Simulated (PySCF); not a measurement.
B₂H₅ (charge −1): single-point calculation

B₂H₅, charge −1, SMILES B[BH3-], computed with CCSD(T)/6-31G, RHF (PySCF 2.14.0).

The geometry comes from this level: GFN2-xTB.

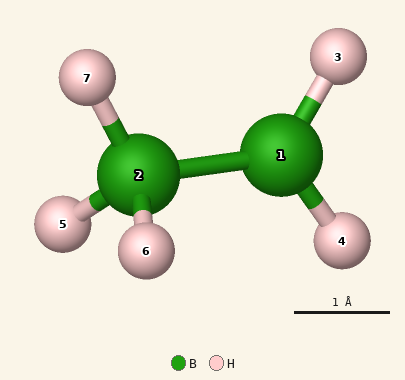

**Figure 1.** The structure (ball-and-stick view, seen at a tilt; atoms are numbered from 1 in the order of the input). Bond lengths as drawn: B–B 1.68 Å and B–H 1.20 to 1.24 Å.

Results in brief

| quantity | value |
| --- | --- |
| outcome | converged |
| total energy | −52.346366 hartree |
| SCF energy | −52.185717 hartree |
| correlation energy | −0.160649 hartree |
| (T) correction | −0.003421 hartree |
| basis functions | 28 |
| T1 diagnostic | 0.012 |
| HOMO of the SCF reference | −4.20 eV |
| LUMO of the SCF reference | 8.54 eV |
| hardware | 1 thread of Arm Neoverse V1, 24 GiB of memory available, shared host |
| wall time | 1 s |
| peak memory | 0.12 GiB |

Remarks

The record of the run, not the program, notes: dipole of an ion depends on the origin.

Input file (input.py)
```python
from pyscf import gto, cc

molecule = gto.M(
    atom='''
B      0.396861    -1.537481     0.896392
B     -0.226597     1.159385    -0.660233
H      2.385118    -2.132216     1.831126
H     -1.145779    -3.171395     1.242457
H     -1.004446     0.702166    -2.825254
H     -1.969473     2.324552     0.392043
H      1.564334     2.654990    -0.876531
''',
    max_memory=1860,
    basis='6-31g',
    spin=0,
    charge=-1,
    unit='bohr',
    verbose=4,
)

calc0 = molecule.RHF()
calc0.conv_tol = 1e-10
calc0.kernel()
if not calc0.converged:
    calc0 = calc0.newton().run(calc0.mo_coeff, calc0.mo_occ)

mycc = cc.CCSD(calc0, frozen=2)
mycc.kernel()
e_t = mycc.ccsd_t()
energy = mycc.e_tot + e_t
print('Final energy', energy)
```

Command:
```bash
OMP_NUM_THREADS=1 python input.py
```

Output
```
PySCF version 2.14.0

[INPUT] num. atoms = 7
[INPUT] num. electrons = 16
[INPUT] charge = -1
[INPUT] spin (= nelec alpha-beta = 2S) = 0
[INPUT] symmetry False subgroup None
[INPUT] Mole.unit = bohr
[INPUT] Symbol           X                Y                Z      unit          X                Y                Z       unit  Magmom
[INPUT]  1 B      0.210009797103  -0.813599907422   0.474350218451 AA    0.396861000000  -1.537481000000   0.896392000000 Bohr   0.0
[INPUT]  2 B     -0.119909968463   0.613520120682  -0.349380257497 AA   -0.226597000000   1.159385000000  -0.660233000000 Bohr   0.0
[INPUT]  3 H      1.262150090955  -1.128320115959   0.968990149523 AA    2.385118000000  -2.132216000000   1.831126000000 Bohr   0.0
[INPUT]  4 H     -0.606320135551  -1.678229960826   0.657479929948 AA   -1.145779000000  -3.171395000000   1.242457000000 Bohr   0.0
[INPUT]  5 H     -0.531529932800   0.371570245483  -1.495060031861 AA   -1.004446000000   0.702166000000  -2.825254000000 Bohr   0.0
[INPUT]  6 H     -1.042200229122   1.230099943999   0.207460221301 AA   -1.969473000000   2.324552000000   0.392043000000 Bohr   0.0
[INPUT]  7 H      0.827809903067   1.404960203220  -0.463840229865 AA    1.564334000000   2.654990000000  -0.876531000000 Bohr   0.0

nuclear repulsion = 26.045677685976
number of shells = 20
number of NR pGTOs = 64
number of NR cGTOs = 28
basis = 6-31g
ecp = {}

******** <class 'pyscf.scf.hf.RHF'> ********
method = RHF
initial guess = minao
damping factor = 0
level_shift factor = 0
DIIS = <class 'pyscf.scf.diis.CDIIS'>
diis_start_cycle = 1
diis_space = 8
diis_damp = 0
SCF conv_tol = 1e-10
SCF conv_tol_grad = None
SCF max_cycles = 50
direct_scf = True
direct_scf_tol = 1e-13
Set gradient conv threshold to 1e-05
Initial guess from minao.
init E= -51.9901552355341
  HOMO = -0.267628015886847  LUMO = 0.00107801598964019  gap/eV = 7.31186
cycle= 1 E= -52.151355238032  delta_E= -0.161  |g|= 0.279  |ddm|= 1.84
  HOMO = -0.109160506640837  LUMO = 0.32417683766789  gap/eV = 11.79171
cycle= 2 E= -52.1829113834232  delta_E= -0.0316  |g|= 0.0751  |ddm|= 0.526
  HOMO = -0.156676226519253  LUMO = 0.311757120277877  gap/eV = 12.74672
cycle= 3 E= -52.1854459405262  delta_E= -0.00253  |g|= 0.0212  |ddm|= 0.113
  HOMO = -0.154205467804633  LUMO = 0.313955603513955  gap/eV = 12.73931
cycle= 4 E= -52.1857105285311  delta_E= -0.000265  |g|= 0.00243  |ddm|= 0.052
  HOMO = -0.154405058365852  LUMO = 0.313813727356631  gap/eV = 12.74088
cycle= 5 E= -52.1857165446085  delta_E= -6.02e-06  |g|= 0.000478  |ddm|= 0.00957
  HOMO = -0.15436399565148  LUMO = 0.313974382729528  gap/eV = 12.74414
cycle= 6 E= -52.1857168174316  delta_E= -2.73e-07  |g|= 0.000104  |ddm|= 0.00227
  HOMO = -0.154395725071632  LUMO = 0.313938347003803  gap/eV = 12.74402
cycle= 7 E= -52.1857168271147  delta_E= -9.68e-09  |g|= 2.12e-05  |ddm|= 0.0004
  HOMO = -0.154390266413645  LUMO = 0.313942392197178  gap/eV = 12.74398
cycle= 8 E= -52.1857168276004  delta_E= -4.86e-10  |g|= 4.51e-06  |ddm|= 8.88e-05
  HOMO = -0.154390852719466  LUMO = 0.313942272820023  gap/eV = 12.74399
cycle= 9 E= -52.1857168276209  delta_E= -2.05e-11  |g|= 4.55e-07  |ddm|= 2.38e-05
  HOMO = -0.154390763240723  LUMO = 0.313942231413096  gap/eV = 12.74399
Extra cycle  E= -52.1857168276211  delta_E= -1.42e-13  |g|= 1.7e-07  |ddm|= 1.75e-06
converged SCF energy = -52.1857168276211

******** <class 'pyscf.cc.ccsd.CCSD'> ********
CC2 = 0
CCSD nocc = 6, nmo = 26
frozen orbitals 2
max_cycle = 50
direct = 0
conv_tol = 1e-07
conv_tol_normt = 1e-05
diis_space = 6
diis_start_cycle = 0
diis_start_energy_diff = 1e+09
Init t2, MP2 energy = -52.3116126541238  E_corr(MP2) -0.125895826502778
Init E_corr(CCSD) = -0.125895826502798
cycle = 1  E_corr(CCSD) = -0.148032964030541  dE = -0.0221371375  norm(t1,t2) = 0.0438738
cycle = 2  E_corr(CCSD) = -0.154032709409294  dE = -0.00599974538  norm(t1,t2) = 0.0163993
cycle = 3  E_corr(CCSD) = -0.15722151291956  dE = -0.00318880351  norm(t1,t2) = 0.00796669
cycle = 4  E_corr(CCSD) = -0.157323720977402  dE = -0.000102208058  norm(t1,t2) = 0.00217376
cycle = 5  E_corr(CCSD) = -0.157218618131595  dE = 0.000105102846  norm(t1,t2) = 0.00104635
cycle = 6  E_corr(CCSD) = -0.157229379917643  dE = -1.0761786e-05  norm(t1,t2) = 0.000253043
cycle = 7  E_corr(CCSD) = -0.157227964108849  dE = 1.41580879e-06  norm(t1,t2) = 5.0767e-05
cycle = 8  E_corr(CCSD) = -0.157228059126467  dE = -9.50176177e-08  norm(t1,t2) = 1.6559e-05
cycle = 9  E_corr(CCSD) = -0.157227790471893  dE = 2.68654574e-07  norm(t1,t2) = 4.86081e-06
cycle = 10  E_corr(CCSD) = -0.157227669364004  dE = 1.21107889e-07  norm(t1,t2) = 1.61973e-06
cycle = 11  E_corr(CCSD) = -0.15722760993039  dE = 5.94336145e-08  norm(t1,t2) = 5.33492e-07
CCSD converged
E(CCSD) = -52.34294443755144  E_corr = -0.1572276099303898
CCSD(T) correction = -0.0034214376265339
Final energy -52.34636587517797
```

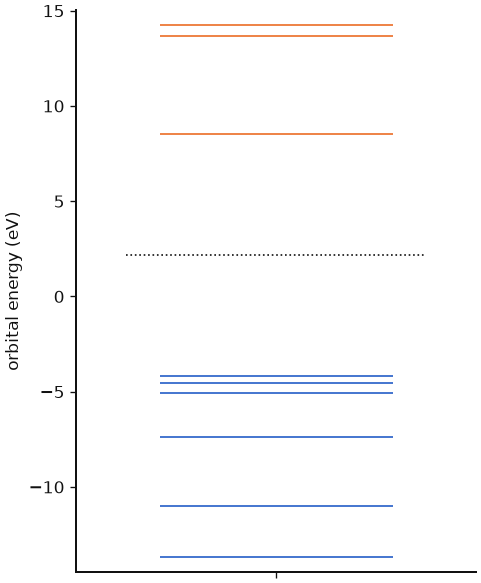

**Figure 2.** Orbital energies near the frontier (SCF reference); the dotted line parts filled from empty levels, and levels within 0.02 eV of each other stand side by side. Highest filled −4.20 eV, lowest empty 8.54 eV, 12.74 eV apart.
